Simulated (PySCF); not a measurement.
```yaml
atoms:
  - { symbol: F, position_ang: [-2.5221, 0.6136, -0.0342] }
  - { symbol: C, position_ang: [-1.2460, 0.1604, -0.0162] }
  - { symbol: C, position_ang: [-0.2414, 1.1130, -0.0214] }
  - { symbol: C, position_ang: [1.0937, 0.7466, -0.0040] }
  - { symbol: C, position_ang: [1.5217, -0.5647, 0.0203] }
  - { symbol: P, position_ang: [0.4967, -1.9638, 0.0319] }
  - { symbol: C, position_ang: [-1.0594, -1.2023, 0.0055] }
  - { symbol: H, position_ang: [-0.5233, 2.1542, -0.0387] }
  - { symbol: H, position_ang: [1.8362, 1.5339, -0.0099] }
  - { symbol: H, position_ang: [2.5876, -0.7548, 0.0339] }
  - { symbol: H, position_ang: [-1.9382, -1.8334, 0.0068] }
```

Geometry: GFN2-xTB.

These are results of B3LYP/def2-SVPD, SCF density, gas phase in PySCF 2.14.0, not measurements.

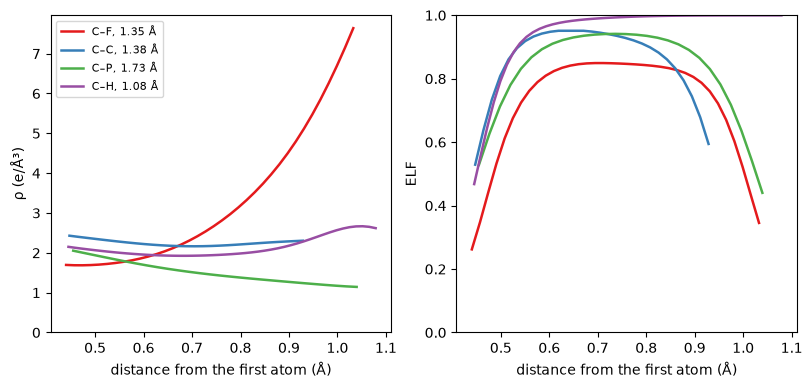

C5H4FP. Electron density and ELF along straight lines between neighbouring atoms. The curves leave out the atomic cores.

> Compare the contacts.

C–F (1.35 Å): ρ at the midpoint is about 2.2 e/Å³, with its minimum of 1.7 e/Å³ about 0.5 Å from C; the ELF peaks at about 0.85 between the atoms; a shared but strongly polarised pair.
C–C (1.38 Å): ρ is about 2.2 e/Å³ halfway; the ELF peaks at about 0.95 between the atoms; a covalent bond.
C–P (1.73 Å): ρ is about 1.3 e/Å³ halfway; the ELF peaks at about 0.95 between the atoms: a covalent bond.
C–H (1.08 Å): ρ at the midpoint is about 2 e/Å³; the ELF climbs to about 1 towards the hydrogen, as it does in any bond to H; a covalent bond by its length.
